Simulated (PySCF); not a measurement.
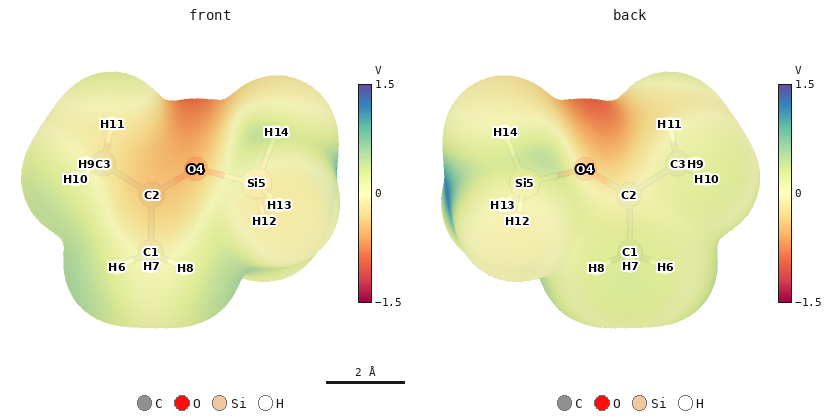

Figure 1: C₃H₉OSi (SMILES C[C](C)O[SiH3]) (doublet). The electrostatic potential painted on the density surface at 0.001 e/bohr³, seen from the front and from behind; red is negative and blue positive.

Geometry: GFN2-xTB.

Method: UKS B3LYP, pcH-1 on C H O Si, non-relativistic, mean-field spin-orbit, GIAO (PySCF).

```yaml
atoms:
  - { symbol: C, position_ang: [-0.9678, -1.1101, 0.3483] }
  - { symbol: C, position_ang: [-0.4261, 0.2546, 0.5710] }
  - { symbol: C, position_ang: [-1.3220, 1.4325, 0.7272] }
  - { symbol: O, position_ang: [0.8563, 0.5253, 0.2592] }
  - { symbol: Si, position_ang: [2.1804, -0.3246, -0.1238] }
  - { symbol: H, position_ang: [-1.9097, -1.2334, 0.8771] }
  - { symbol: H, position_ang: [-1.1495, -1.3071, -0.7161] }
  - { symbol: H, position_ang: [-0.2573, -1.8582, 0.6998] }
  - { symbol: H, position_ang: [-1.8067, 1.7055, -0.2186] }
  - { symbol: H, position_ang: [-2.1088, 1.2211, 1.4500] }
  - { symbol: H, position_ang: [-0.7448, 2.2903, 1.0644] }
  - { symbol: H, position_ang: [1.9534, -1.1772, -1.2961] }
  - { symbol: H, position_ang: [2.6015, -1.1930, 0.9829] }
  - { symbol: H, position_ang: [3.1004, 0.7739, -0.3675] }
```

**Where is the surface potential most negative and most positive?**

The most negative region (about −0.9 V) lies over O4, the most positive (about +1.1 V) over Si5.
